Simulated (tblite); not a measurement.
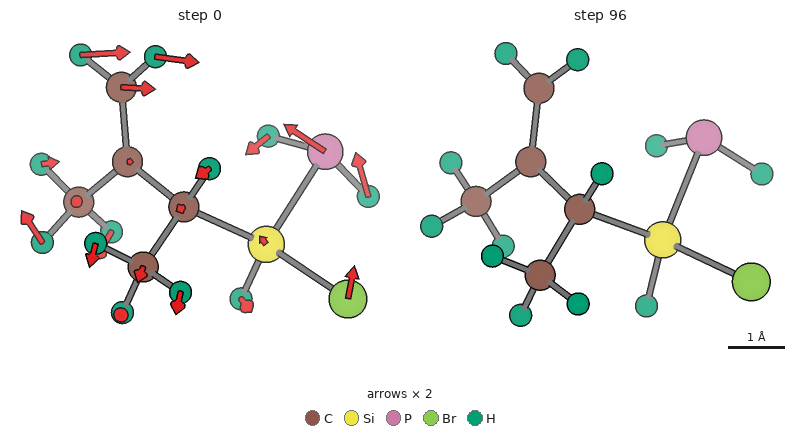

The structure of C5H12BrPSi before (left) and after (right) a relaxation, at one scale. The red arrows give the displacements, magnified 2 times.

A ball-and-stick model, seen from a free direction.

All numbers below come from GFN2-xTB geometry optimisation, gas phase in tblite. 

Q: Summarise the run.

A: Over 96 geometry steps the energy falls by 0.230 eV. An H atom moves most after the best rigid fit: 0.51 Å. By element the largest moves are H 0.51 Å, P 0.46 Å, C 0.36 Å, Br 0.31 Å, Si 0.10 Å. Among the contacts that change: H–P 1.421 → 1.383 Å, C–C 1.538 → 1.500 Å, C–C 1.348 → 1.327 Å, H–Si 1.486 → 1.467 Å. Among the angles between lasting bonds that change: P–Si–H 108.3° → 118.0°, C–C–Si 114.2° → 107.0°, Br–Si–H 109.3° → 102.2°.
